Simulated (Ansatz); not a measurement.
Band structure of YPt₂ (Fd-3m, 6 atoms in the cell).

```xyz
6
Lattice="0.0000 3.8254 3.8254 3.8254 0.0000 3.8254 3.8254 3.8254 0.0000" Properties=species:S:1:pos:R:3 pbc="T T T"
Y      3.8254     3.8254     3.8254
Y      5.7381     5.7381     5.7381
Pt     0.9563     2.8690     2.8690
Pt     2.8690     2.8690     0.9563
Pt     2.8690     0.9563     2.8690
Pt     0.9563     0.9563     0.9563
```

Computed with PBEsol, default PAW files made with PBE (plane waves; Ansatz, a quantum-chemistry and plane-wave program).

Settings: basis.ecutwfc = 30.9 Ry; kpoints.mp_grid.grid = 6 6 6; hamiltonian.xc = pbesol; hamiltonian.pseudopotentials = {kind: paw} (the program's default PAW files); scf.occupations.method = gaussian; scf.occupations.width = 0.0073 Ry; kpoints.band_path.npoints = 8.

The starting cell comes from a database of computed structures (which also holds hypothetical and non-ambient phases and stackings), without a prior relaxation at this level. Spin-orbit coupling is off. Spin polarisation is off.

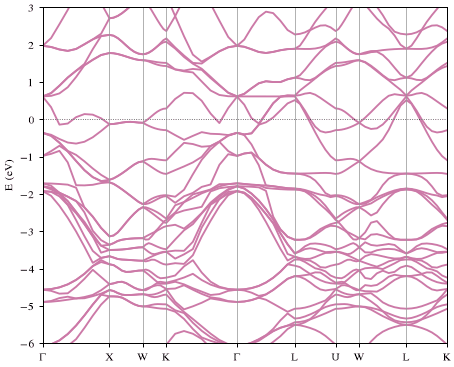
Bands along the path, energies from the Fermi level.

Levels in eV from the Fermi level, bands 44 to 51:
```
point     44     45     46     47     48    49    50    51
-----  -----  -----  -----  -----  -----  ----  ----  ----
Γ      -0.98  -0.36  -0.36  -0.36   0.61  0.61  0.61  0.61
X      -1.69  -1.62  -1.62  -0.13  -0.13  1.78  1.78  2.26
W      -2.27  -1.13  -1.13  -0.09  -0.09  1.58  1.58  1.74
K      -2.03  -1.46  -1.10  -0.29   0.29  1.43  1.51  2.08
L      -1.45  -1.45   0.51   0.61   0.63  0.63  1.12  1.12
U      -2.03  -1.46  -1.10  -0.29   0.29  1.43  1.51  2.08
```

Bands cross the Fermi level along this path, so the cell is metallic at this level.

Keys are those of Ansatz 0.2.
